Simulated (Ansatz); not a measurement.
Fields on a plane of PbF2 (fluorite)

```xyz
3
Lattice="0.0000 2.9606 2.9606 2.9606 0.0000 2.9606 2.9606 2.9606 0.0000" Properties=species:S:1:pos:R:3 pbc="T T T"
Pb     0.0000     0.0000     0.0000
F      4.4410     4.4410     4.4410
F      1.4803     1.4803     1.4803
```

The slice is a {111} plane (indices of the conventional cell) through the point (0.250, 0.250, 0.250) (fractional), spanned by u = [100] and v = [-1 2 0] in vectors of this cell: u (4.19 Å) and v (7.25 Å, at 90° to u). It covers one period; positions are fractions (u, v).

Atoms on it: F at (0.00, 0.00); F at (0.50, 0.50). Other atoms lie within 1 Å of the plane.

Calculation: r2SCAN (plane waves to 500 eV, PAW, scalar-relativistic; Ansatz, an electronic-structure program). k mesh 10×10×10. These are valence fields of a PAW run, semicore shells included where kept as valence: close to a nucleus they are smooth pseudo fields. PbF2 was relaxed with its symmetry unable to fall. Spin-orbit coupling is left out, though Pb is heavy.

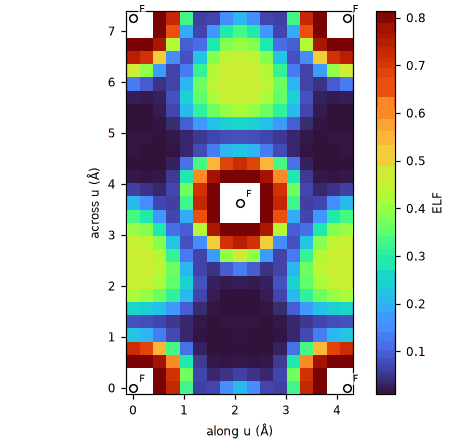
*Electron localisation function (ELF), one period of the plane, atoms marked. Points within 0.5 Å of a nucleus are left white, as the pseudised field means little there.*

```
|@%#+---------+#%|
|##*=--=====--=*#|
|++=--==+++==--=+|
|-----=+***+=----|
|::::-=+***+=-:::|
|...:-=++*++=-:..|
|   .:-=+++=-:.  |
|   ..:-===-:..  |
|    .::---::.   |
|    .:--=--:.   |
|   .:-=+++=-:.  |
|   .-=*###*=-.  |
|...:-+#%@%#+-:..|
|::::-+#@@@#+-:::|
|-----+#%@%#+----|
|===--=*###*=--==|
|++==--=+++=--==+|
|**+=---------=+*|
|**+=-:::::::-=+*|
|*++=-:.....:-=++|
|++=-:.     .:-=+|
|==-:..     ..:-=|
|--::.       .::-|
|=--:.       .:--|
|++=-:.     .:-=+|
|##*=-.     .-=*#|
|@%#+-:.....:-+#%|
|@@#+-:::::::-+#@|
```
Scale: ten equal steps from -1.85 (start of ' ') to 1.15 (end of '@'), in the order ' .:-=+*#%@'. Values: log₁₀ of the valence density in e/Å³. The map has 16 points along u (one character each, u = 0 at the left) and 28 along v (v = 0 in the bottom row). The scale is logarithmic, as a density can span decades between atoms and voids.
